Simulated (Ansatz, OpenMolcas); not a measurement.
## How basis sets differ on C5H12Si (SMILES C=C[Si](C)(C)C)

C5H12Si has 18 atoms, charge 0, and is taken as a singlet. SMILES: `C=C[Si](C)(C)C`. Geometry: relaxed at PBE0-D4/def2-TZVP. This is one conformer, not always the lowest.

Quantity: the HOMO–LUMO gap, in eV. The values are calculated.

| level | kind | program | value (eV) | CPU time |
| --- | --- | --- | --- | --- |
| HF/ANO-RCC-MB (DKH2) | Hartree–Fock | OpenMolcas | 16.04 | 7.2 s |
| HF/STO-3G | Hartree–Fock | OpenMolcas | 17.00 | 1.3 s |
| HF/3-21G | Hartree–Fock | OpenMolcas | 14.37 | 6.2 s |
| HF/6-31G* (spherical functions) | Hartree–Fock | Ansatz | 14.18 | 5 s |

The values span 14.18 to 17.00 eV. A Hartree–Fock LUMO above zero doesn't converge with the basis: it sinks as sets grow more diffuse. Orbital gaps aren't excitation energies. CPU times are rough (shared hosts, several kinds of processor and program).

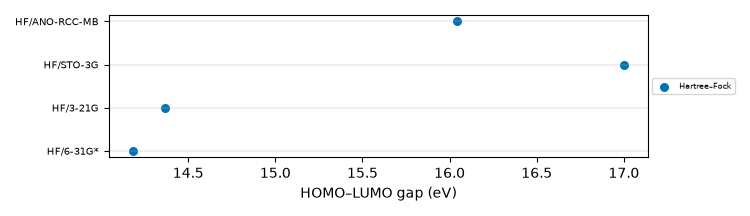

The values of the table, level by level.
